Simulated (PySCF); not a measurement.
# C9H8O2 (4-vinylbenzoic acid): the cost of one run

Programs: PySCF 2.14.0, with routines of our own; each step states its level. All values are computed. Atoms count from 0.

## Step 1: The system as given

19 atoms, charge 0, multiplicity 1; geometry from: GFN2-xTB.

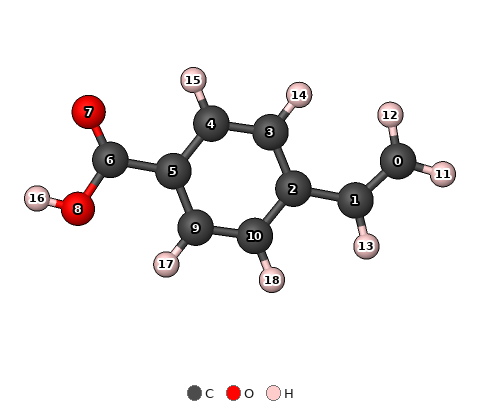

The starting geometry (carbon dark grey, oxygen red, hydrogen pink).

## Step 2: Relaxing the molecule at PBE0-D3(BJ)/def2-SVP

Job settings and geometry (Å):

```
{"job": {"xc": "PBE0", "basis": "def2-SVP", "d3": "d3bj", "grid": 2, "kind": "geom"}, "charge": 0, "multiplicity": 1}
C     -3.591358    -0.300348     0.337125
C     -2.604641     0.574759     0.180302
C     -1.180683     0.277034     0.096401
C     -0.666051    -1.020707     0.169649
C      0.689933    -1.245934     0.083628
C      1.574799    -0.179817    -0.078656
C      3.019465    -0.466696    -0.166896
O      3.507744    -1.568991    -0.108673
O      3.776960     0.633538    -0.322675
C      1.075195     1.118718    -0.153006
C     -0.283165     1.336874    -0.066509
H     -4.618078     0.018842     0.388044
H     -3.424990    -1.360267     0.421028
H     -2.847084     1.627911     0.103701
H     -1.333551    -1.858639     0.294788
H      1.092907    -2.245973     0.139509
H      4.710915     0.377969    -0.374153
H      1.757468     1.944797    -0.278464
H     -0.665586     2.346181    -0.125205
```

Command:

```console
OMP_NUM_THREADS=1 python excited_run.py task.json out
```

This one command runs all jobs of the session in turn.

**Question.** How long does this first job take on 1 thread of Intel Xeon Platinum 8259CL at 2.50GHz, shared host, and how much memory does it need?

About 4.9 min, with a peak of 0.89 GiB.
